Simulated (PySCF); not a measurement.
**C$_{5}$H$_{11}$F$_{2}$NSi: a changed input and its effect**

System: C$_{5}$H$_{11}$F$_{2}$NSi, SMILES FC(F)[SiH2]N1CCCC1.
Method of run 1: GIAO PBE0/pcSseg-1 NMR shielding, non-relativistic, IEF-PCM methanol (PySCF 2.14.0).

The geometry comes from this level: PBE0-D3(BJ)/def2-SVP. Text and figures count atoms from 1; the logs count them from 0 in places.

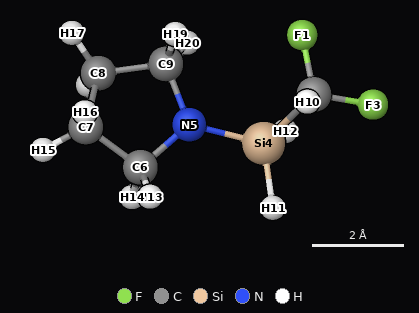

The structure (ball-and-stick view, seen on its broad side; atoms are numbered from 1 in the order of the input). Bond lengths as drawn: C–C 1.52 to 1.53 Å, C–F 1.36 to 1.37 Å, C–H 1.10 to 1.11 Å, C–N 1.46 Å, C–Si 1.92 Å, H–Si 1.49 to 1.50 Å and N–Si 1.72 Å.

**The input, run 1**
```
{"job": {"kind": "nmr", "xc": "PBE0", "basis": "pcSseg-1", "solvent": "methanol", "pop": false}, "charge": 0, "multiplicity": 1}
F      1.764681     1.008201    -2.162891
C      2.462357     0.704594    -1.027366
F      3.715120     0.326470    -1.397588
Si     1.574374    -0.734211    -0.115334
N     -0.054894    -0.282269     0.210790
C     -0.731584    -0.401435     1.499540
C     -2.105603     0.213227     1.248930
C     -2.369097    -0.142665    -0.209793
C     -1.000422     0.062653    -0.850836
H      2.551687     1.637118    -0.437851
H      2.272617    -0.982993     1.179127
H      1.711084    -1.913454    -1.028589
H     -0.184817     0.120847     2.302720
H     -0.838562    -1.457964     1.816081
H     -2.872124    -0.161900     1.942440
H     -2.054429     1.308499     1.364677
H     -3.155109     0.467370    -0.677986
H     -2.670097    -1.200149    -0.291542
H     -0.873473     1.111081    -1.180399
H     -0.858002    -0.567767    -1.746111
```

The first line tells a small driver script what to run in PySCF; the rest is the geometry in Å.

Command:
```bash
OMP_NUM_THREADS=1 python <driver script> task.json out
```

Hardware: 1 CPU thread, shared host.

**Output (run 1)**
```
coarse grid: 17112 points
cycle   1  E = -740.2743381337  dE =  9.929e-01  |g| = 6.820e-01  |ddm| = 3.914e+00
cycle   2  E = -740.2005973539  dE =  7.374e-02  |g| = 9.643e-01  |ddm| = 9.933e-01
cycle   3  E = -740.3575775442  dE = -1.570e-01  |g| = 5.869e-02  |ddm| = 6.099e-01
cycle   4  E = -740.3580381358  dE = -4.606e-04  |g| = 3.311e-02  |ddm| = 6.625e-02
cycle   5  E = -740.3582580912  dE = -2.200e-04  |g| = 8.862e-03  |ddm| = 3.360e-02
cycle   6  E = -740.3582721547  dE = -1.406e-05  |g| = 2.213e-03  |ddm| = 8.485e-03
cycle   7  E = -740.3582732111  dE = -1.056e-06  |g| = 3.612e-04  |ddm| = 1.942e-03
final grid: 161264 points
cycle   8  E = -740.4238782003  dE = -4.883e-05  |g| = 9.478e-03  |ddm| = 2.811e-02
cycle   9  E = -740.4238648563  dE =  1.334e-05  |g| = 1.263e-02  |ddm| = 1.734e-02
cycle  10  E = -740.4238991471  dE = -3.429e-05  |g| = 8.725e-04  |ddm| = 9.635e-03
cycle  11  E = -740.4238992678  dE = -1.206e-07  |g| = 3.633e-04  |ddm| = 8.468e-04
cycle  12  E = -740.4238992923  dE = -2.453e-08  |g| = 7.310e-05  |ddm| = 3.216e-04
cycle  13  E = -740.4238992932  dE = -8.827e-10  |g| = 2.935e-05  |ddm| = 8.939e-05
converged SCF energy = -740.4238992932

GIAO shielding tensors (ppm)
atom      isotropic    diamagn.    paramagn.     s11        s22        s33       span
  0 F      332.415     476.773    -144.358    204.237    319.664    473.345    269.108
  1 C       59.771     253.638    -193.866     40.605     63.994     74.715     34.110
  2 F      338.435     470.172    -131.737    210.827    326.751    477.726    266.898
  3 Si     393.109     880.980    -487.871    358.560    374.029    446.737     88.177
  4 N      239.866     328.988     -89.122    172.194    255.178    292.227    120.033
  5 C      132.680     240.983    -108.303    100.085    131.518    166.437     66.352
  6 C      154.414     250.613     -96.199    132.591    164.194    166.457     33.866
  7 C      154.217     250.157     -95.941    131.635    164.468    166.547     34.913
  8 C      133.798     243.466    -109.668    106.029    130.187    165.178     59.149
  9 H       25.002      29.760      -4.758     22.701     24.940     27.366      4.665
 10 H       26.544      29.307      -2.763     22.770     25.808     31.055      8.284
 11 H       26.689      29.138      -2.448     22.815     25.542     31.712      8.897
 12 H       27.950      29.460      -1.511     22.837     26.991     34.021     11.184
 13 H       28.207      29.296      -1.089     22.331     26.748     35.542     13.211
 14 H       29.432      28.376       1.056     25.097     26.252     36.946     11.849
 15 H       29.571      30.553      -0.982     25.172     27.039     36.503     11.331
 16 H       29.414      28.915       0.499     24.977     26.469     36.796     11.819
 17 H       29.600      30.017      -0.417     24.852     27.396     36.553     11.702
 18 H       28.279      31.434      -3.155     22.188     27.744     34.906     12.718
 19 H       28.220      30.379      -2.159     23.586     27.719     33.356      9.771
```

The input of run 2 differs as follows (lines with − go, lines with + come):
```diff
-"solvent": "methanol"
-"pop": false
+"solvent": "acetonitrile"
+"pop": true
```

What does this change do to the results?

The total energy of run 2 is 0.01 kcal/mol lower: the change of the electrostatic solvation energy at this fixed geometry, without cavity or dispersion terms. No shielding changes by as much as 0.05 ppm. The number of SCF iterations is the same.

**Output (run 2)**
```
coarse grid: 17112 points
cycle   1  E = -740.2743719146  dE =  9.929e-01  |g| = 6.820e-01  |ddm| = 3.914e+00
cycle   2  E = -740.2006773878  dE =  7.369e-02  |g| = 9.641e-01  |ddm| = 9.931e-01
cycle   3  E = -740.3575995621  dE = -1.569e-01  |g| = 5.868e-02  |ddm| = 6.097e-01
cycle   4  E = -740.3580600101  dE = -4.604e-04  |g| = 3.310e-02  |ddm| = 6.623e-02
cycle   5  E = -740.3582798551  dE = -2.198e-04  |g| = 8.858e-03  |ddm| = 3.358e-02
cycle   6  E = -740.3582939033  dE = -1.405e-05  |g| = 2.213e-03  |ddm| = 8.482e-03
cycle   7  E = -740.3582949593  dE = -1.056e-06  |g| = 3.610e-04  |ddm| = 1.942e-03
final grid: 161264 points
cycle   8  E = -740.4238999592  dE = -4.884e-05  |g| = 9.477e-03  |ddm| = 2.811e-02
cycle   9  E = -740.4238866304  dE =  1.333e-05  |g| = 1.262e-02  |ddm| = 1.733e-02
cycle  10  E = -740.4239209022  dE = -3.427e-05  |g| = 8.722e-04  |ddm| = 9.630e-03
cycle  11  E = -740.4239210228  dE = -1.205e-07  |g| = 3.631e-04  |ddm| = 8.461e-04
cycle  12  E = -740.4239210473  dE = -2.450e-08  |g| = 7.308e-05  |ddm| = 3.214e-04
cycle  13  E = -740.4239210481  dE = -8.865e-10  |g| = 2.934e-05  |ddm| = 8.939e-05
converged SCF energy = -740.4239210481

GIAO shielding tensors (ppm)
atom      isotropic    diamagn.    paramagn.     s11        s22        s33       span
  0 F      332.440     476.777    -144.337    204.262    319.681    473.376    269.114
  1 C       59.766     253.641    -193.874     40.604     63.988     74.706     34.103
  2 F      338.460     470.175    -131.715    210.852    326.772    477.757    266.906
  3 Si     393.109     880.980    -487.871    358.563    374.022    446.742     88.179
  4 N      239.868     328.988     -89.120    172.197    255.179    292.228    120.032
  5 C      132.681     240.983    -108.301    100.084    131.521    166.440     66.356
  6 C      154.416     250.614     -96.199    132.592    164.197    166.458     33.866
  7 C      154.218     250.157     -95.939    131.635    164.470    166.549     34.914
  8 C      133.799     243.468    -109.670    106.028    130.187    165.181     59.153
  9 H       25.001      29.758      -4.758     22.699     24.939     27.364      4.665
 10 H       26.544      29.307      -2.763     22.770     25.808     31.054      8.284
 11 H       26.690      29.139      -2.449     22.815     25.542     31.712      8.897
 12 H       27.949      29.460      -1.510     22.836     26.991     34.020     11.185
 13 H       28.207      29.295      -1.088     22.330     26.748     35.542     13.212
 14 H       29.431      28.375       1.056     25.097     26.251     36.946     11.849
 15 H       29.571      30.553      -0.982     25.171     27.038     36.503     11.332
 16 H       29.414      28.914       0.499     24.977     26.469     36.796     11.819
 17 H       29.600      30.017      -0.417     24.851     27.396     36.553     11.702
 18 H       28.280      31.435      -3.156     22.188     27.744     34.906     12.718
 19 H       28.220      30.379      -2.159     23.586     27.719     33.356      9.771
```

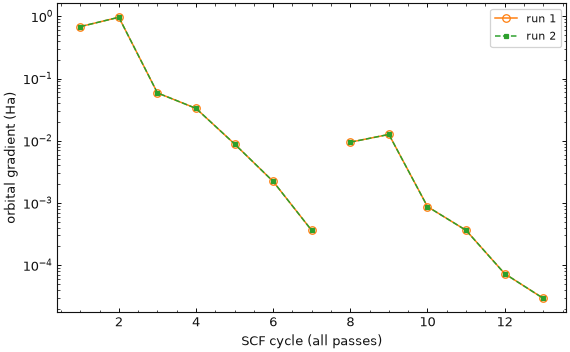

Convergence of the two runs: orbital gradient against the SCF cycle. A break in a curve parts two SCF passes (coarse and final grid). Run 1 takes 13 cycles in all, and run 2 takes 13.

**The two runs side by side**

| quantity | run 1 | run 2 |
| --- | --- | --- |
| outcome | converged | converged |
| total energy (hartree) | −740.423899 | −740.423921 |
| HOMO (eV) | −6.17 | −6.17 |
| LUMO (eV) | 0.87 | 0.87 |
| dipole moment (D) | 3.67 | 3.68 |
| shielding of F1 (ppm) | 332.4 | 332.4 |
| shielding of C2 (ppm) | 59.8 | 59.8 |
| shielding of F3 (ppm) | 338.4 | 338.5 |
| shielding of N5 (ppm) | 239.9 | 239.9 |
| shielding of C6 (ppm) | 132.7 | 132.7 |
| shielding of C7 (ppm) | 154.4 | 154.4 |
| shielding of C8 (ppm) | 154.2 | 154.2 |
| SCF iterations | 13 | 13 |
| basis functions | 215 | 215 |
| wall time (shared host) | 45 s | 48 s |
